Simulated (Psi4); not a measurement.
# Run report: SnH₂ (charge +1), geometry relaxation (part 4 of 4)

Continued. System: SnH₂, charge +1, multiplicity 2. Method: TPSS/def2-SVP, UKS, dispersion D4, core potentials def2 (Psi4 1.11). The starting geometry was optimised with TPSS/def2-SVP.

What the program printed, continued:
```
 ------------------------------------------------------------------------------------

	total time  =          2 seconds =       0.03 minutes

         ------------------------------------------------------------
                                   SCF GRAD
         ------------------------------------------------------------

  ==> Geometry <==

    Molecular point group: c1
    Full point group: Cs

    Geometry (in Angstrom), charge = 1, multiplicity = 2:

       Center              X                  Y                   Z               Mass
    ------------   -----------------  -----------------  -----------------  -----------------
         SN          -0.000464108015    -0.014639933759    -0.000000000000   119.902201630000
         H           -1.477344935453     0.918574177268     0.000000000000     1.007825032230
         H            1.532560445144     0.823157009526    -0.000000000000     1.007825032230

  Nuclear repulsion =   13.503472278081931

   => Molecular Quadrature <=

    Radial Scheme          =       TREUTLER
    Pruning Scheme         =           NONE
    Nuclear Scheme         =       TREUTLER

    Blocking Scheme        =         OCTREE
    BS radius alpha        =              1
    Pruning alpha          =              1
    Radial Points          =             75
    Spherical Points       =            302
    Total Points           =          64932
    Total Blocks           =            551
    Max Points             =            256
    Max Functions          =             36
    Weights Tolerance      =       1.00E-15

  -Total Gradient:
     Atom            X                  Y                   Z
    ------   -----------------  -----------------  -----------------
       1       -0.000000099815     0.000001333257     0.000000000000
       2        0.000019540398    -0.000018293607    -0.000000000000
       3       -0.000020515773    -0.000016954265    -0.000000000000

	total time  =          1 seconds =       0.02 minutes

    			-----------------------------------------

    			 OPTKING 3.0: for geometry optimizations

    			        with contributions from

    			-----------------------------------------

	                            ===> Fragment 1 <==

	 Z (Atomic Numbers)          Masses                          Geom
	      50.000000            119.902202        -0.00087704 -0.02766547 -0.00000000
	       1.000000             1.007825         -2.79177732  1.73585362  0.00000000
	       1.000000             1.007825          2.89611951  1.55554131 -0.00000000

	 - Coordinate -           - BOHR/RAD -       - ANG/DEG -
	 R(1,2)           =         3.301382           1.747016
	 R(1,3)           =         3.301383           1.747017
	 B(2,1,3)         =         2.077908         119.055377

	        --- Internal Coordinate Step in ANG or DEG, aJ/ANG or AJ/DEG ---
	-------------------------------------------------------------------------------
	           Coordinate      Previous         Force          Change          New
	           ----------      --------        ------          ------        ------
	               R(1,2)       1.74702        0.00017        0.00009       1.74711
	               R(1,3)       1.74702        0.00017        0.00009       1.74711
	             B(2,1,3)     119.05538        0.00000        0.00759     119.06297
	-------------------------------------------------------------------------------

	                                 ==> Convergence Check <==

	Measures of convergence in internal coordinates in au.

	Criteria marked as inactive (o), active & met (*), and active & unmet ( ).

	----------------------------------------------------------------------------------------------
	   Step    Total Energy     Delta E     Max Force     RMS Force      Max Disp      RMS Disp
	----------------------------------------------------------------------------------------------
	  Convergence Criteria     1.00e-06 *    3.00e-04 *             o    1.20e-03 *             o
	----------------------------------------------------------------------------------------------
	     5    -215.05311791   -2.13e-06      2.06e-05 *    1.90e-05 o    1.75e-04 *    1.62e-04 o  ~
	----------------------------------------------------------------------------------------------

Next Geometry in Ang
	Fragment 1 (Ang)

	   Sn  -0.0004626548  -0.0146046755  -0.0000000000
	    H  -1.4774838874   0.9185610287   0.0000000000
	    H   1.5326979439   0.8231348998  -0.0000000000

    Final optimized geometry and variables:
    Molecular point group: c1
    Full point group: Cs

    Geometry (in Angstrom), charge = 1, multiplicity = 2:

    SN          -0.000464108015    -0.014639933759    -0.000000000000
    H           -1.477344935453     0.918574177268     0.000000000000
    H            1.532560445144     0.823157009526    -0.000000000000

[set-up sections that repeat, and orbital energies of the middle runs, are left out above]
```

Trajectory as extended XYZ (Å, eV, eV/Å), 5 frames, from step=0 to step=4:
```
3
Properties=species:S:1:pos:R:3:forces:R:3 step=0 energy=-5851.52043
Sn    0.0057   -0.0089   -0.8694   -0.0476   0.0161   1.5156
H     1.2309   -0.0177    0.4370    0.4586  -0.0157  -0.7437
H    -1.2994    0.0270    0.3568   -0.4111  -0.0004  -0.7711
3
Properties=species:S:1:pos:R:3:forces:R:3 step=1 energy=-5851.83987
Sn    0.0056   -0.0088   -0.8657   -0.0210   0.0071   0.6684
H     1.4011   -0.0230    0.2202    0.0494  -0.0043  -0.3334
H    -1.4556    0.0275    0.1296   -0.0284  -0.0029  -0.3358
3
Properties=species:S:1:pos:R:3:forces:R:3 step=2 energy=-5851.89155
Sn    0.0055   -0.0088   -0.8635   -0.0004   0.0001   0.0140
H     1.4619   -0.0254    0.0910    0.0886  -0.0016  -0.0034
H    -1.5081    0.0271   -0.0032   -0.0882   0.0015  -0.0090
3
Properties=species:S:1:pos:R:3:forces:R:3 step=3 energy=-5851.89340
Sn    0.0055   -0.0088   -0.8632   -0.0009   0.0003   0.0303
H     1.4815   -0.0259    0.0746   -0.0107   0.0001  -0.0146
H    -1.5266    0.0272   -0.0208    0.0116  -0.0003  -0.0139
3
Properties=species:S:1:pos:R:3:forces:R:3 step=4 energy=-5851.89346
Sn    0.0055   -0.0088   -0.8631    0.0000   0.0000  -0.0001
H     1.4823   -0.0259    0.0700    0.0010   0.0000   0.0009
H    -1.5271    0.0272   -0.0254   -0.0010   0.0000   0.0009
```

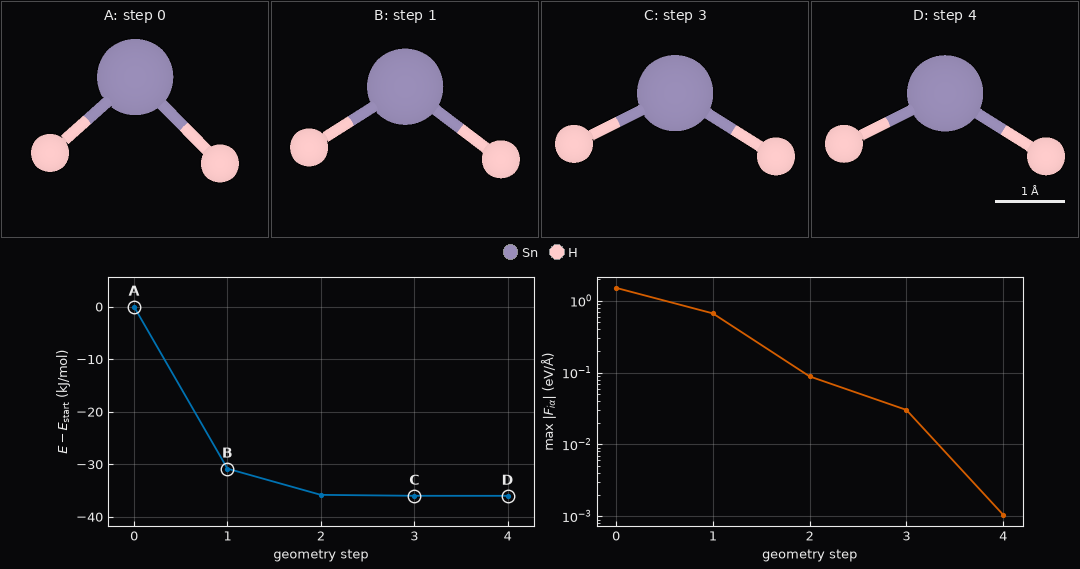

Fig. 1: Frames of the relaxation (ball-and-stick view, seen at a tilt) above the curves, on which the letters mark them (steps are counted from 0).

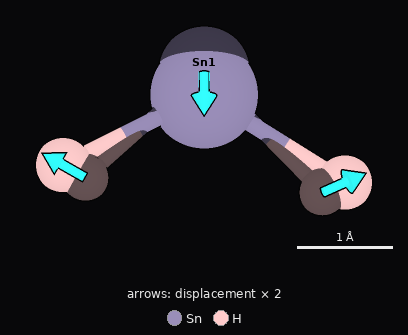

Fig. 2: Start (faint) and end (solid) with the displacements as teal arrows, magnified 2 times (ball-and-stick view, seen at a tilt). The two geometries are laid on each other by the best rigid fit. The largest moves after the best rigid fit, 0.27 Å, are those of H2 and H3. By element the largest moves are H 0.27 Å, Sn 0.25 Å. Among the contacts that change: Sn1–H2 1.791 → 1.747 Å. Among the angles that change: H2–Sn1–H3 90.0° → 119.1°. After 4 geometry steps the energy has fallen by 36.0 kJ/mol. Largest force component: 1.5 eV/Å at the start, 0.001 eV/Å at the end. (Atoms are counted from 1 in the order of the input.)

The run was set up as follows.

Input (h2sn.py):
```python
import psi4

psi4.set_memory('1600 MB')
psi4.set_num_threads(1)
psi4.set_output_file('output.dat', False)

with open('h2sn.xyz') as f:
    atoms = ''.join(f.readlines()[2:])
geom = psi4.geometry('1 2\n' + atoms + 'symmetry c1')

psi4.set_options(dict(basis='def2-SVP', reference='uks'))

result = psi4.optimize("tpss-d4", molecule=geom)
print(f'tpss-d4 energy: {result:.10f} Eh')
print(geom.to_string(dtype='xyz', units='Angstrom'))
```

File h2sn.xyz:
```
3
H2Sn
Sn     0.005692    -0.008863    -0.869428
H      1.230948    -0.017729     0.436986
H     -1.299353     0.026957     0.356757
```

Launched with:
```bash
python h2sn.py
```

Results in brief:

| quantity | value |
| --- | --- |
| outcome | converged |
| total energy | −215.053118 hartree |
| dispersion energy | −0.000842 hartree |
| basis functions | 36 |
| ⟨S²⟩ | 0.753 |
| hardware | 1 thread of Intel Xeon (Granite Rapids), 12 GiB of memory available, shared host |
| wall time | 18 s |
| peak memory | 0.42 GiB |
